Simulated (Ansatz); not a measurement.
**C$_{2}$H$_{7}$AsSi: geometry relaxation (part 2 of 2)**

The same run, continued: C$_{2}$H$_{7}$AsSi; RKS B3LYP/def2-SVP (Ansatz 0.2.0). It belongs to a series of runs on one base structure; here: end point B relaxed.

Geometry of the input (Å):
```
C  -0.9935  1.3316  -0.1102
As 0.4783  0.8198  1.0095
C  0.1176  -1.0955  0.7901
Si 1.3651  -0.7259  -0.5908
H  -1.9115  0.7026  0.0212
H  -1.3340  2.4256  0.1549
H  -0.7304  1.3703  -1.1900
H  0.6560  -1.6925  1.5955
H  -0.8741  -1.3526  0.5333
H  2.6729  -1.1791  -0.3160
H  1.2755  1.9657  1.6111
```

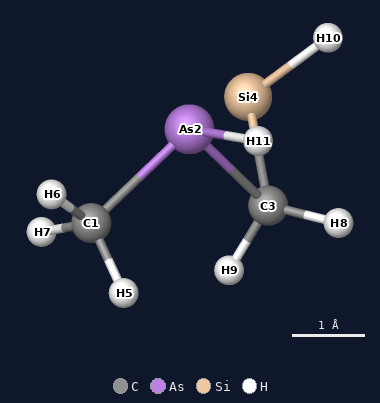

The geometry at step 10 of the log (ball-and-stick view, seen at a tilt; atoms are numbered from 1 in the order of the input).

Trajectory as extended XYZ, continued:
```
11
Properties=species:S:1:pos:R:3:forces:R:3 step=5 energy=-70895.28612
C    -1.1005    1.5486   -0.1493    0.0511  -0.2520   0.1483
As    0.6121    0.7745    0.4843   -0.2935   0.4338  -0.1789
C     0.2932   -1.1557    0.7720    0.2291  -0.0882   0.1129
Si    1.4947   -1.0669   -0.8259    0.0193  -0.3313   0.0491
H    -1.9634    0.9906    0.2422    0.0715  -0.0461   0.0551
H    -1.2149    2.6044    0.1325    0.1772   0.0421  -0.0918
H    -1.0613    1.4281   -1.2424   -0.1079   0.1732   0.0506
H     0.6389   -1.5226    1.7566    0.0251   0.1540  -0.2160
H    -0.7560   -1.4638    0.6034    0.2368   0.1819  -0.0810
H     2.8354   -1.0217   -0.0695   -0.2176  -0.0431   0.1024
H     0.9436    1.4543    1.8049   -0.1910  -0.2245   0.0493
11
Properties=species:S:1:pos:R:3:forces:R:3 step=6 energy=-70895.40640
C    -1.1128    1.5522   -0.1392    0.0186  -0.2344   0.0666
As    0.6341    0.8070    0.4061   -0.0357   0.6976   0.2158
C     0.3413   -1.1164    0.7315    0.0213  -0.2999  -0.3270
Si    1.5535   -1.1143   -0.8178    0.0197  -0.3761   0.1079
H    -1.9353    1.0570    0.3946   -0.0072   0.0080   0.0379
H    -1.1463    2.6332    0.0591    0.0783  -0.0103  -0.0755
H    -1.2107    1.3575   -1.2187   -0.0261   0.1067   0.0728
H     0.6499   -1.4560    1.7315    0.0143   0.1339  -0.0638
H    -0.7018   -1.3863    0.5199   -0.0093  -0.0736  -0.0011
H     2.8428   -1.0743    0.0111   -0.0519   0.0372   0.0094
H     0.8071    1.3104    1.8306   -0.0219   0.0108  -0.0430
11
Properties=species:S:1:pos:R:3:forces:R:3 step=7 energy=-70895.47184
C    -1.1429    1.5582   -0.0955   -0.0530  -0.0500   0.1254
As    0.6423    0.8418    0.3519    0.1389   0.3134  -0.1793
C     0.3528   -1.1079    0.6349    0.0059  -0.2148   0.0224
Si    1.6642   -1.2716   -0.7729    0.0021   0.1062   0.0251
H    -1.9261    1.1584    0.5667    0.0536   0.0019  -0.0470
H    -1.1133    2.6543   -0.0068    0.0143  -0.0022  -0.0301
H    -1.3610    1.2928   -1.1415    0.0107  -0.0072   0.0716
H     0.5779   -1.3766    1.6741   -0.0152  -0.0675   0.0355
H    -0.6652   -1.4106    0.3548   -0.0464   0.0371   0.0357
H     2.8764   -1.0482    0.1393   -0.0137  -0.0453   0.0431
H     0.8170    1.2794    1.8037   -0.0971  -0.0716  -0.1023
11
Properties=species:S:1:pos:R:3:forces:R:3 step=8 energy=-70895.44075 accepted=F
C    -1.1744    1.5614   -0.0419    0.1422  -0.0885  -0.3968
As    0.6694    0.8861    0.1959   -0.0819   0.0651   0.6923
C     0.3594   -1.0965    0.5702    0.0929  -0.1103  -0.0859
Si    1.7787   -1.2633   -0.7187   -0.1956  -0.3284  -0.0367
H    -1.8899    1.1827    0.7008    0.1367  -0.0348   0.0425
H    -1.1310    2.6600   -0.0183   -0.0568  -0.0086   0.0132
H    -1.4731    1.2421   -1.0512   -0.1763   0.0729   0.0244
H     0.5038   -1.3591    1.6323   -0.0096   0.1950  -0.1594
H    -0.6617   -1.3474    0.2470    0.0649  -0.0479  -0.0962
H     2.8953   -1.1166    0.3263   -0.0228   0.1481  -0.0311
H     0.8452    1.2204    1.6662    0.1063   0.1375   0.0339
11
Properties=species:S:1:pos:R:3:forces:R:3 step=9 energy=-70895.49093
C    -1.1467    1.5496   -0.0711    0.1988   0.1695  -0.1099
As    0.6752    0.8773    0.2899   -0.0052   0.0823   0.0814
C     0.3561   -1.0960    0.5933   -0.0574  -0.1125  -0.1108
Si    1.7110   -1.2910   -0.7548   -0.0081   0.0318   0.0968
H    -1.8723    1.1622    0.6471   -0.1267  -0.0715   0.1491
H    -1.1195    2.6505   -0.0283   -0.0344  -0.0698   0.0023
H    -1.4273    1.2480   -1.0880   -0.0296  -0.0396  -0.0616
H     0.5377   -1.3635    1.6419   -0.0045   0.0157   0.0213
H    -0.6687   -1.3601    0.2883    0.0588   0.0283   0.0224
H     2.8691   -1.0652    0.2313   -0.0081  -0.0237  -0.0446
H     0.8072    1.2582    1.7589    0.0165  -0.0105  -0.0464
11
Properties=species:S:1:pos:R:3:forces:R:3 step=10 energy=-70895.48907 accepted=F
C    -1.1452    1.5507   -0.0630   -0.2989  -0.2812   0.0536
As    0.6856    0.8926    0.2787   -0.0181  -0.0124   0.0897
C     0.3531   -1.0927    0.5729    0.1114  -0.0063   0.0722
Si    1.7303   -1.2877   -0.7405    0.0043  -0.0171  -0.0225
H    -1.8605    1.1789    0.7036    0.2910   0.1665  -0.3277
H    -1.1217    2.6483   -0.0614   -0.0426   0.0656   0.0144
H    -1.4564    1.2070   -1.0679    0.0554   0.0529   0.2332
H     0.5076   -1.3606    1.6285   -0.0165   0.0462  -0.0572
H    -0.6642   -1.3396    0.2473   -0.0842  -0.0208  -0.0336
H     2.8785   -1.0749    0.2578   -0.0166  -0.0011  -0.0094
H     0.8147    1.2479    1.7526    0.0148   0.0078  -0.0127
11
Properties=species:S:1:pos:R:3:forces:R:3 step=11 energy=-70895.49390
C    -1.1426    1.5468   -0.0705    0.0813   0.0860  -0.0478
As    0.6802    0.8864    0.3002    0.0064   0.0370   0.0346
C     0.3557   -1.0940    0.5869   -0.0402  -0.0480  -0.0509
Si    1.7105   -1.2746   -0.7571   -0.0095  -0.0020   0.0298
H    -1.8646    1.1726    0.6637   -0.0510  -0.0286   0.0608
H    -1.1219    2.6470   -0.0531   -0.0266  -0.0209   0.0031
H    -1.4297    1.2195   -1.0788   -0.0071  -0.0321  -0.0230
H     0.5321   -1.3651    1.6356    0.0023   0.0070   0.0163
H    -0.6701   -1.3467    0.2805    0.0249   0.0126   0.0044
H     2.8690   -1.0768    0.2301    0.0141  -0.0059  -0.0156
H     0.8031    1.2548    1.7712    0.0054  -0.0050  -0.0116
11
Properties=species:S:1:pos:R:3:forces:R:3 step=12 energy=-70895.49528
C    -1.1358    1.5444   -0.0703    0.0151   0.0298   0.0014
As    0.6864    0.8965    0.3228   -0.0079   0.0019  -0.0026
C     0.3538   -1.0920    0.5814    0.0045   0.0064  -0.0064
Si    1.7052   -1.2532   -0.7658    0.0038  -0.0068   0.0134
H    -1.8560    1.1998    0.6835   -0.0039  -0.0088  -0.0009
H    -1.1191    2.6435   -0.0983   -0.0199   0.0094  -0.0031
H    -1.4260    1.1722   -1.0631    0.0028  -0.0152   0.0034
H     0.5291   -1.3730    1.6280    0.0071  -0.0004   0.0070
H    -0.6748   -1.3308    0.2759    0.0098  -0.0018  -0.0110
H     2.8748   -1.0828    0.2148   -0.0168  -0.0098  -0.0071
H     0.7844    1.2453    1.7996    0.0055  -0.0048   0.0060
11
Properties=species:S:1:pos:R:3:forces:R:3 step=13 energy=-70895.49557
C    -1.1359    1.5466   -0.0689   -0.0161  -0.0019   0.0088
As    0.6885    0.9048    0.3282    0.0092  -0.0028   0.0007
C     0.3562   -1.0872    0.5767   -0.0217   0.0096   0.0057
Si    1.7063   -1.2466   -0.7684    0.0209  -0.0152   0.0071
H    -1.8522    1.2093    0.6932    0.0102   0.0040  -0.0226
H    -1.1285    2.6456   -0.1166    0.0006  -0.0115   0.0004
H    -1.4268    1.1530   -1.0540    0.0059   0.0030   0.0226
H     0.5299   -1.3718    1.6228    0.0044  -0.0001  -0.0042
H    -0.6719   -1.3240    0.2687   -0.0030   0.0023  -0.0053
H     2.8736   -1.0978    0.2180   -0.0053   0.0056  -0.0155
H     0.7827    1.2382    1.8091   -0.0051   0.0070   0.0023
11
Properties=species:S:1:pos:R:3:forces:R:3 step=14 energy=-70895.49572
C    -1.1349    1.5443   -0.0662    0.0036   0.0163  -0.0101
As    0.6924    0.9070    0.3265   -0.0130   0.0020  -0.0003
C     0.3537   -1.0837    0.5741    0.0017  -0.0019   0.0107
Si    1.7079   -1.2529   -0.7661    0.0060  -0.0047  -0.0031
H    -1.8490    1.2032    0.6952   -0.0009  -0.0005   0.0004
H    -1.1323    2.6434   -0.1140    0.0006  -0.0136   0.0022
H    -1.4249    1.1495   -1.0505   -0.0008   0.0013   0.0045
H     0.5234   -1.3691    1.6207    0.0010   0.0009  -0.0032
H    -0.6741   -1.3175    0.2622    0.0053   0.0041  -0.0014
H     2.8740   -1.0973    0.2198   -0.0046  -0.0007  -0.0017
H     0.7856    1.2432    1.8070    0.0011  -0.0031   0.0020
```

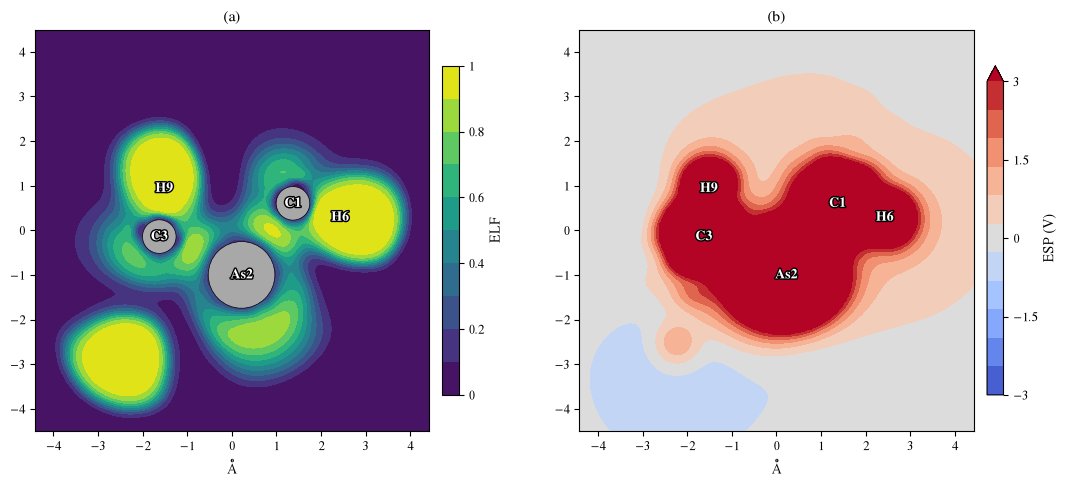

(a) ELF; (b) molecular electrostatic potential on the plane of atoms C1, As2 and C3. Grey discs, where drawn, cover atomic cores. Atoms in the plane: C, As and H. C–As (1.97 Å): the ELF peaks at about 0.90 between the atoms (a shared electron pair). C–As (2.03 Å): the ELF peaks at about 0.90 between the atoms (a covalent bond).

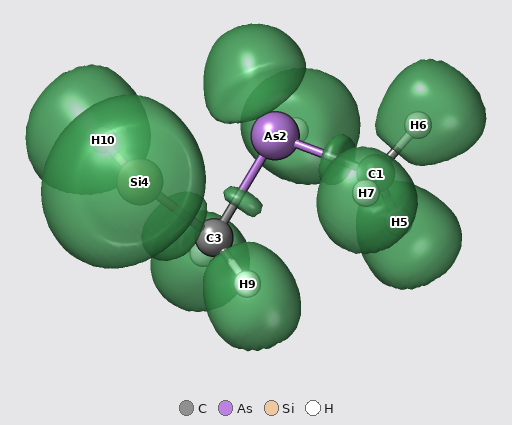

Isosurface of the ELF at 0.8 (green), seen at an oblique angle. Core shells and regions of very low density are left out. Along the contacts the grid gives the following. C–Si (1.91 Å): the ELF peaks at about 0.95 between the atoms, which marks localised, shared-pair bonding. C–As (1.97 Å): the ELF peaks at about 0.90 between the atoms (a covalent bond).

Key numbers:

- outcome: converged
- total energy: −70895.4960 eV
- mean-field energy: −70895.4960 eV
- largest force (length of the vector) at the end: 0.019 eV/Å
- wall time: 18 s (CPU time 34 s)
- peak memory: 0.3 GiB
